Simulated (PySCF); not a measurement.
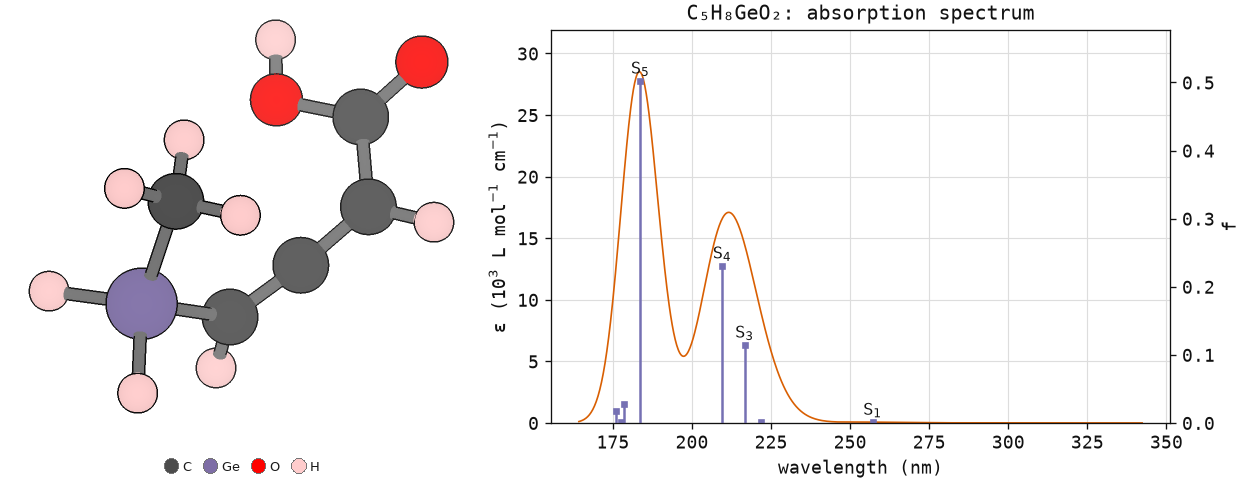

Computed absorption of C₅H₈GeO₂, SMILES [CH3][GeH2][CH]=C=CC(=O)O, singlet. Vertical TDDFT excitations, PBE0/def2-SVPD, PySCF, at a GFN2-xTB geometry (no frequency check), gas phase. Only the first 8 singlet excitations are included; each is broadened by a Gaussian of 1/e half-width 0.30 eV. Sticks give oscillator strengths (right axis).

**Which of the computed transitions is the brightest, and what character does the calculation give it?**

S5 at 6.75 eV (184 nm), f = 0.502, mixed, the largest part being HOMO−1 → LUMO+1 (49 %).

**Where is the lowest singlet, and is it bright?**

S1 lies at 4.82 eV (257 nm) with f = 0.001, mainly HOMO−1 → LUMO (55 %); it is dark or nearly so.

**List the transitions behind the spectrum.**

```tsv
state	E (eV)	λ (nm)	f	main character
S1	4.82	257	0.001	HOMO−1 → LUMO (55 %)
S2	5.59	222	0.002	HOMO−2 → LUMO (79 %)
S3	5.72	217	0.115	HOMO → LUMO+1 (43 %)
S4	5.92	210	0.231	HOMO−1 → LUMO+1 (34 %)
S5	6.75	184	0.502	HOMO−1 → LUMO+1 (49 %)
S6	6.95	178	0.028	HOMO−3 → LUMO (78 %)
S7	6.99	177	0.001	HOMO → LUMO+2 (42 %)
S8	7.05	176	0.018	HOMO−1 → LUMO+2 (38 %)
```

Note: the tight-binding geometry is rougher than a DFT one and adds to the error; one conformer of a flexible molecule; core orbitals are frozen in the response.
